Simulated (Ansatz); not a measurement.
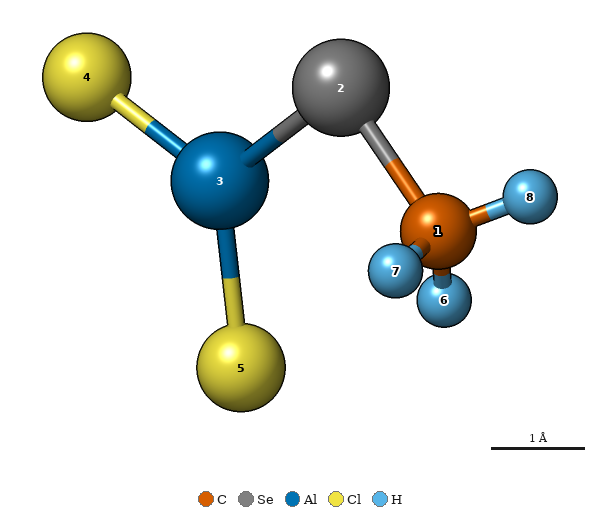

Figure 1. The structure (ball-and-stick view, seen at a tilt; atoms are numbered from 1 in the order of the input). Sticks mark near contacts. Bond lengths as drawn: Al–Cl 2.08 to 2.09 Å, Al–Se 2.28 Å, C–H 1.09 Å and C–Se 1.97 Å.

# Single-point calculation, with input and output: CH$_{3}$AlCl$_{2}$Se

System: CH$_{3}$AlCl$_{2}$Se, SMILES C[Se][Al]([Cl])[Cl].
Method: RKS PBE0-D4/def2-TZVPP (Ansatz 0.2.0).

The geometry comes from this level: PBE0-D4/def2-TZVP.

**Log**
```
Functional definition: PBE0
  name "PBE0"
  cite "Adamo & Barone, J. Chem. Phys. 110, 6158 (1999) doi:10.1063/1.478522"
  cite "Perdew, Burke & Ernzerhof, Phys. Rev. Lett. 77, 3865 (1996) doi:10.1103/PhysRevLett.77.3865"
  parent pbe
  parameter a = 0.25
  parameter kappa = 0.804
  parameter beta = 0.06672455060314922
  exchange = (1 - a)*pbe_x(kappa = kappa, mu = beta*pi^2/3) + a*exact_x
  correlation = pbe_c(beta = beta)
1719 factors; their error is unknown
mean field evaluation 1: about -98058.9713 eV, gradient 4.5e1 eV
mean field evaluation 2: about -98056.0276 eV, gradient 5.4e1 eV
mean field evaluation 4: about -98063.5933 eV, gradient 1.8e0 eV
mean field evaluation 8: about -98063.5988 eV, gradient 3.6e-2 eV
mean field evaluation 16: about -98064.0791 eV, gradient 1.0e-4 eV
mean field -98064.07913115 eV, -3603.7884378496 hartree, gradient 2.0e-5 eV, S^2 0.000000; 0 other end points of the search recorded, 0 dependent functions left out
reference -98064.07916276 eV, -3603.7884390110 hartree; 45, 45 occupied and 202, 202 virtual orbitals, 1719 factors
Total energy: -98064.29982320 eV, -3603.7965481329 hartree
```

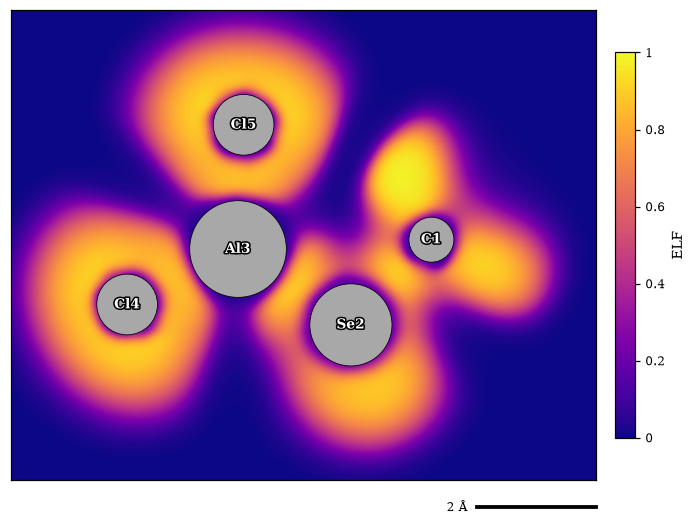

Figure 2. ELF on the plane of atoms C1, Se2 and Al3. Grey discs, where drawn, cover atomic cores. C–Se (1.97 Å): the ELF peaks at about 0.90 between the atoms (a shared electron pair). Al–Cl (2.08 Å): the ELF peaks at about 0.85 in the valence shell of Cl, 0.9 Å from its nucleus, and is about 0.80 at the midpoint. Al–Se (2.28 Å): the ELF peaks at about 0.90 between the atoms (a polar covalent bond).

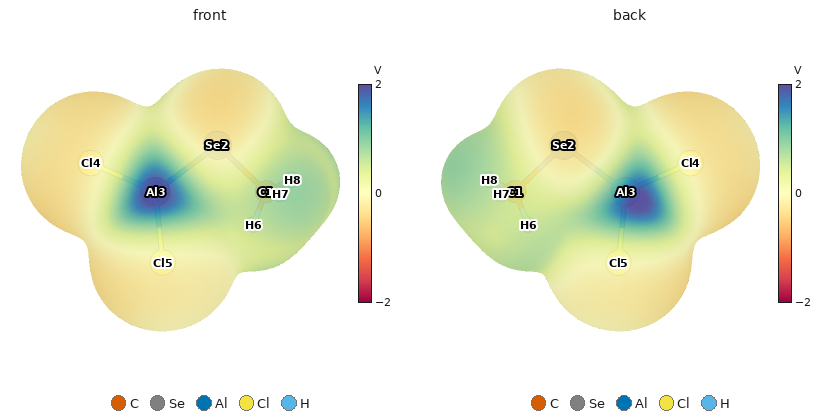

Figure 3. The molecular electrostatic potential painted on the density surface at 0.001 e/bohr³, seen face on and from behind; red is negative and blue positive. A positive charge is drawn to the negative regions and a negative charge to the positive ones.

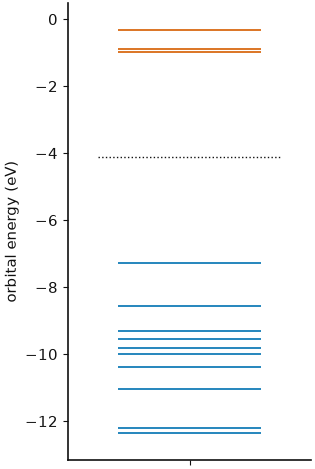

Figure 4. Orbital energies near the frontier; the dotted line parts filled from empty levels, and levels within 0.02 eV of each other stand side by side. Highest filled −7.27 eV, lowest empty −0.98 eV, 6.29 eV apart.

This output came from the following input.

**Input**
```yaml
crystal:
  periodic: [false, false, false]
  atoms:
    - {symbol: C, position_ang: [-1.167289, -0.818030, -0.494652]}
    - {symbol: Se, position_ang: [0.263270, -1.161592, 0.809263]}
    - {symbol: Al, position_ang: [1.397494, 0.811252, 0.650586]}
    - {symbol: Cl, position_ang: [3.058739, 1.138432, 1.859692]}
    - {symbol: Cl, position_ang: [0.815537, 2.291383, -0.701700]}
    - {symbol: H, position_ang: [-0.845874, -0.095704, -1.239973]}
    - {symbol: H, position_ang: [-2.044607, -0.451700, 0.032096]}
    - {symbol: H, position_ang: [-1.385272, -1.771142, -0.971210]}
basis:
  gaussian: {orbitals: def2-TZVPP}
hamiltonian: {xc: pbe0, dispersion: d4}
output: {orbitals: {seedname: orbitals}}
```

Launched with:
```bash
ansatz run in.yaml --threads 4 --pin off --events-out ev --progress --plain --max-ram 10444MiB
```

**Summary**

- outcome: converged
- total energy: −98064.2998 eV
- mean-field energy: −98064.0792 eV
- dispersion energy: −0.2207 eV
- SCF solution under orbital rotations: stable
- HOMO: −7.27 eV
- LUMO: −0.98 eV
- hardware: 4 threads of Arm Neoverse V1, 23 GiB of memory available, shared host
- wall time: 4.6 s (CPU time 17 s)
- peak memory: 0.98 GiB
